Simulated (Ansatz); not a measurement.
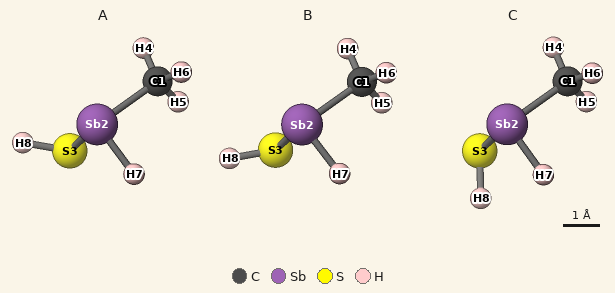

3 geometries from a converged minimum-energy path of CH5SSb, shuffled. A ball-and-stick model, seen from a free direction.

The calculation used Ansatz, RKS PBE/def2-SVP. Settings: 9 movable images; climbing image; force threshold 0.05 eV/Å; iteration limit 60; starting path through a guess of the saddle point.

**Which frame is the top of the path?**

C. In order along the path, whose images run from 0 to 10: C (image 4, +0.072 eV), B (image 8, −0.014 eV), A (image 9, −0.028 eV). The motion is a rotation about the Sb2–S3 bond by about 195°. No bond forms or breaks between the ends. Among the angles between lasting bonds that change up to the highest image: Sb2–S3–H8 95.7° → 93.4°, C1–Sb2–S3 97.1° → 94.7°.

The run took 2.8 min on 1 thread of Intel(R) Xeon(R) Processor @ 2.70GHz, with other jobs on the host, peak memory 0.13 GiB.
